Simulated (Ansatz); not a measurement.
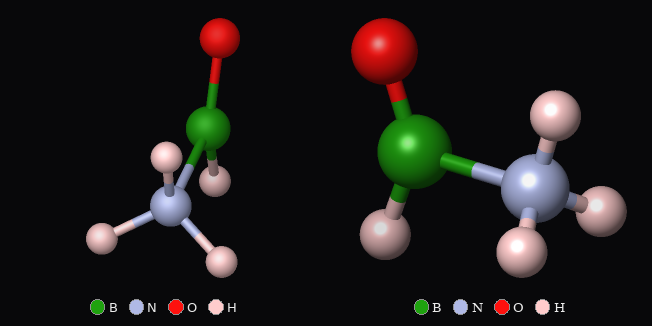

The same structure drawn twice, from different directions.

The geometry was computed by an optimisation with PBE0-D4/def2-TZVP.

Description:

It has 7 atoms: 1 boron, 4 hydrogen, 1 nitrogen and 1 oxygen (BH₄NO). This geometry has Cs symmetry. Coordination: 1 B trigonal planar; 1 N tetrahedral.

The parts below concern this one geometry. Atoms keep their numbers from picture to picture.

## Shape

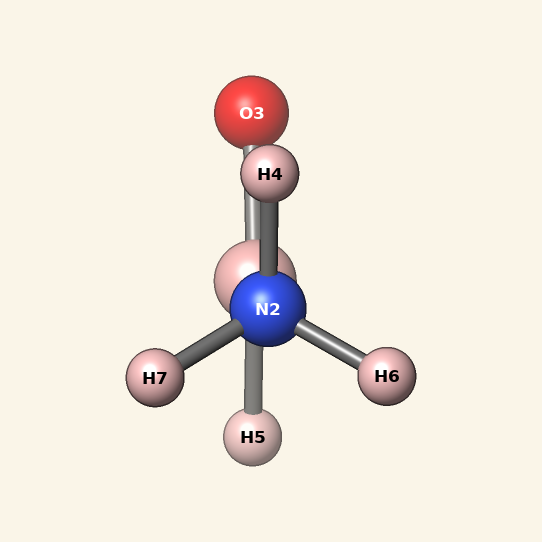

B1 lies behind N2. The molecule seen nearly along the N2–B1 bond, N2 in front. Depth is shown by fading: the farther an atom, the more it takes the colour of the background.

What is the torsion angle H4–N2–B1–O3? The sign is positive where the front bond must turn clockwise to cover the back bond.

0°, synperiplanar (eclipsed).

## Vibrations

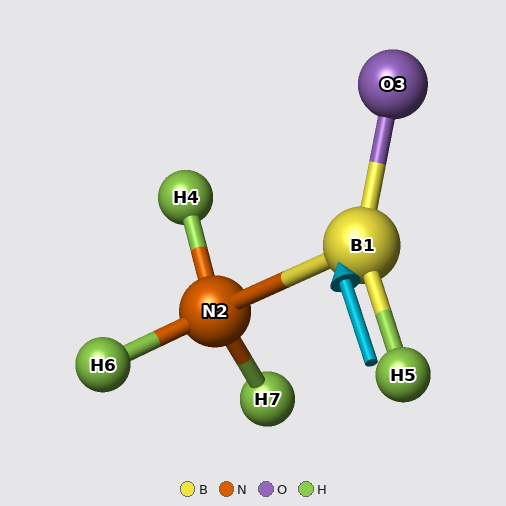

The arrows show one normal mode. Harmonic vibrations computed with RKS PBE0-D4/def2-TZVP (Ansatz 0.2.0) at a stationary point of the same level.

Describe the motion.

Mostly B–H stretching.

At what wavenumber does it lie?

2571 cm⁻¹; it is mode 12 of 15 counted from the lowest.

## Thermal motion

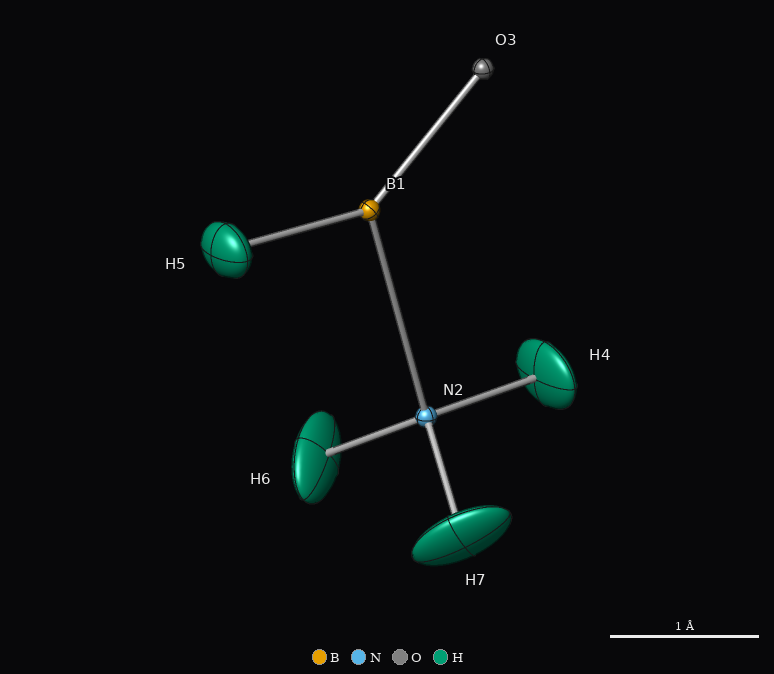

Displacement ellipsoids at the 50 % level, from the internal vibrations of the free molecule (harmonic, no overall translation or rotation; no half-axis is drawn under 0.075 Å). Vibrations computed with RKS PBE0-D4/def2-TZVP (Ansatz 0.2.0). Temperature: 0 K (zero-point motion alone).

Which atom moves most?

H6, H7, with U_eq = 0.0270 Å².

Does H7 move more along its bond or across it?

Across it: the root-mean-square amplitude is 0.071 Å along the bond and up to 0.239 Å across, since bending and torsion are softer than stretching.

List U_eq and the three principal root-mean-square amplitudes for each kind of atom.

```tsv
atom	U_eq (Å²)	rms amplitudes (Å)
B1	0.0016	0.030, 0.041, 0.047
N2	0.00079	0.016, 0.019, 0.042
O3	0.00075	0.016, 0.027, 0.035
H4	0.0236	0.069, 0.155, 0.205
H5	0.0155	0.085, 0.126, 0.153
H6, H7	0.0270	0.069, 0.138, 0.239
```

## Dipole moment

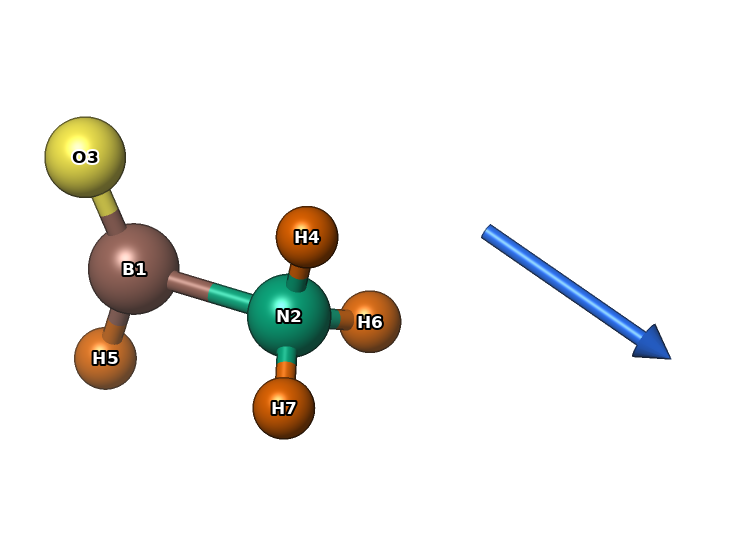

The arrow beside the molecule shows the direction of the dipole moment, from the negative to the positive end (its length means nothing). Method: RKS PBE0-D4/def2-TZVP (Ansatz 0.2.0).

How large is the dipole moment?

6.71 D; it points from the side of O3 to the side of H6, H7 (the outermost atoms at the two ends).

## Charges

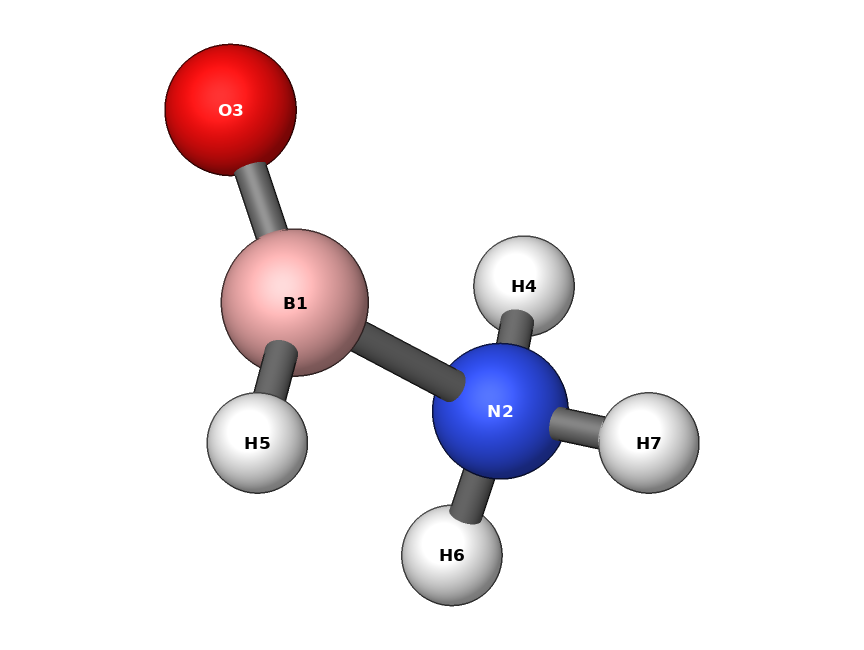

The questions are on Mulliken charges. Properties computed with RKS PBE0-D4/def2-TZVP (Ansatz 0.2.0).

List the Mulliken charges.

```tsv
atom	value (e)
B1	−0.03
N2	−0.44
O3	−0.35
H4	0.29
H5	−0.03
H6	0.27
H7	0.27
```

Mulliken values depend strongly on the basis set and can even reverse the polarity of a bond.
